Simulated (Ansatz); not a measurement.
**Run report: InF₄, single-point calculation**

- system: InF₄, multiplicity 2
- method: UKS PBE0-D4/def2-TZVPD (Ansatz 0.2.0)

The geometry comes from this level: PBE0-D4/def2-SVPD.

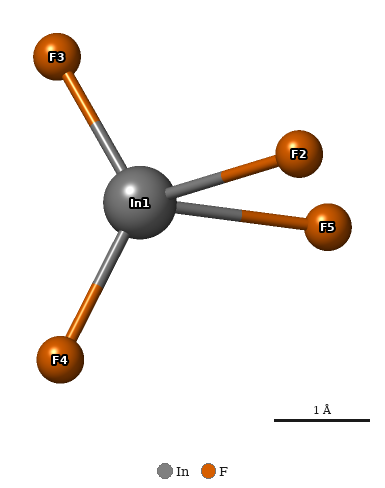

Fig. 1: The structure as given in the input (ball-and-stick view, seen at a tilt; atoms are numbered from 1 in the order of the input). Sticks mark near contacts. Bond lengths as drawn: F–In 1.94 to 2.10 Å.

Input file
```yaml
crystal:
  periodic: [false, false, false]
  atoms:
    - {symbol: In, position_ang: [0.156473, 0.281143, -0.226121]}
    - {symbol: F, position_ang: [-0.320555, -0.526646, 1.653697]}
    - {symbol: F, position_ang: [2.025882, 0.078531, -0.688826]}
    - {symbol: F, position_ang: [-1.024249, 1.720091, -0.760183]}
    - {symbol: F, position_ang: [-0.837550, -1.553131, 0.021432]}
basis:
  gaussian: {orbitals: def2-TZVPD, initial_orbitals: start.molden}
magnetization: {spin_polarized: true, initial_magnetization: 1}
hamiltonian: {xc: pbe0, dispersion: d4}
scf: {omitted_lower_state_checks: [starts]}
output: {orbitals: {seedname: orbitals}}
```

Hardware: 4 threads of Arm Neoverse V2, 23 GiB of memory available, shared host.

Command:
```bash
ansatz run in.yaml --threads 4 --pin off --events-out ev --progress --plain --max-ram 3916MiB
```

Output
```
Functional definition: PBE0
  name "PBE0"
  cite "Adamo & Barone, J. Chem. Phys. 110, 6158 (1999) doi:10.1063/1.478522"
  cite "Perdew, Burke & Ernzerhof, Phys. Rev. Lett. 77, 3865 (1996) doi:10.1103/PhysRevLett.77.3865"
  parent pbe
  parameter a = 0.25
  parameter kappa = 0.804
  parameter beta = 0.06672455060314922
  exchange = (1 - a)*pbe_x(kappa = kappa, mu = beta*pi^2/3) + a*exact_x
  correlation = pbe_c(beta = beta)
these checks for a lower state are left out or cut short: starts
1301 factors; their error is unknown
mean field evaluation 1: about -16030.7466 eV, gradient 1.6e2 eV
mean field evaluation 2: about -16035.4147 eV, gradient 4.3e0 eV
mean field evaluation 4: about -16035.5464 eV, gradient 1.8e-1 eV
mean field evaluation 8: about -16035.5465 eV, gradient 1.4e-5 eV
mean field -16035.54648255 eV, -589.2954639500 hartree, gradient 1.4e-5 eV, S^2 0.757901; 0 other end points of the search recorded, 0 dependent functions left out
reference -16035.54652990 eV, -589.2954656899 hartree; 29, 28 occupied and 187, 188 virtual orbitals, 1301 factors
Total energy: -16035.61062608 eV, -589.2978211812 hartree
Checks for a lower state left out: starts
```

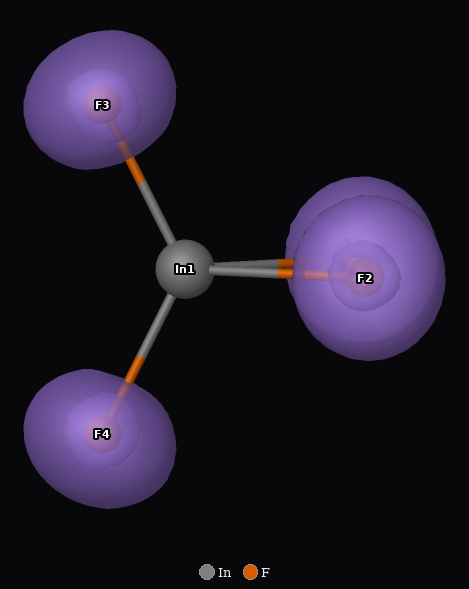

Fig. 2: Isosurface of the ELF at 0.75 (purple), seen face on. Only the valence region is drawn (cores and ρ < 0.01 e/Å³ removed). Profiles from the grid: In–F (1.94 Å): the ELF peaks at about 0.85 in the valence shell of F, 0.5 Å from its nucleus, and drops to about 0.15 between the two atoms. In–F (2.10 Å): the ELF is about 0.10 at the midpoint.

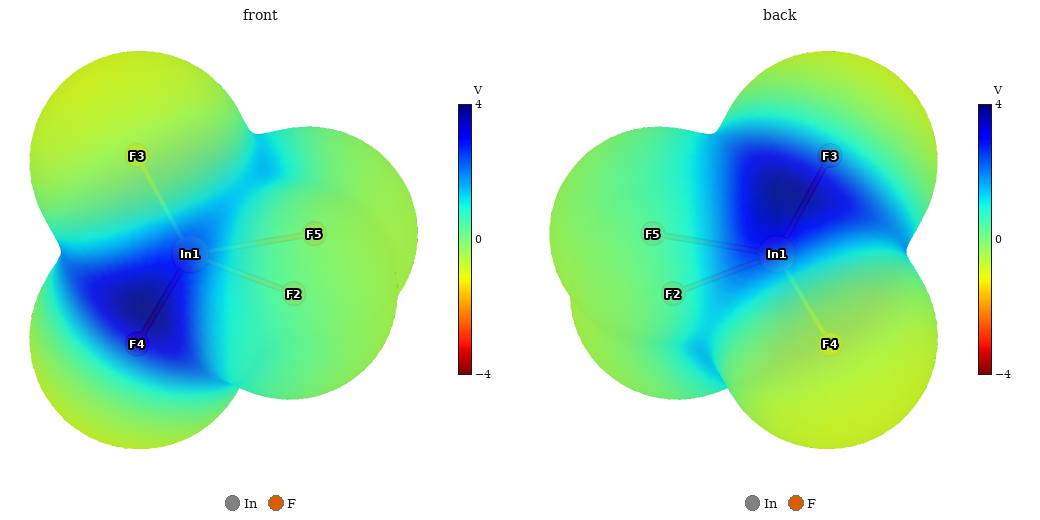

Fig. 3: The electrostatic potential painted on the density surface at 0.001 e/bohr³, seen at a tilt and from behind; the colour scale runs from red (negative) to blue (positive).

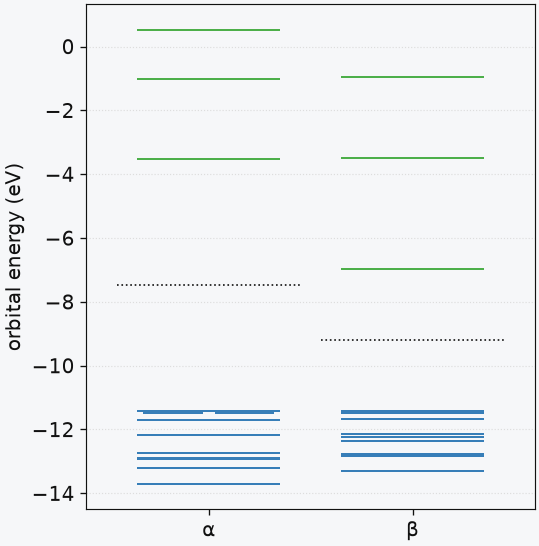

Fig. 4: Orbital energies near the frontier for α and β spins; the dotted line parts filled from empty levels, and levels within 0.02 eV of each other stand side by side. α: highest filled −11.43 eV, lowest empty −3.54 eV, 7.89 eV apart; β: highest filled −11.44 eV, lowest empty −6.96 eV, 4.48 eV apart.

Results in brief

```json
{"quantity": "outcome", "value": "converged"}
{"quantity": "total energy", "value": "−16035.6106 eV"}
{"quantity": "mean-field energy", "value": "−16035.5465 eV"}
{"quantity": "dispersion energy", "value": "−0.0641 eV"}
{"quantity": "⟨S²⟩", "value": "0.758"}
{"quantity": "SCF solution under orbital rotations", "value": "stable"}
{"quantity": "HOMO (either spin)", "value": "−11.43 eV"}
{"quantity": "LUMO (either spin)", "value": "−6.96 eV"}
{"quantity": "wall time", "value": "5.5 s (CPU time 20 s)"}
{"quantity": "peak memory", "value": "0.72 GiB"}
```
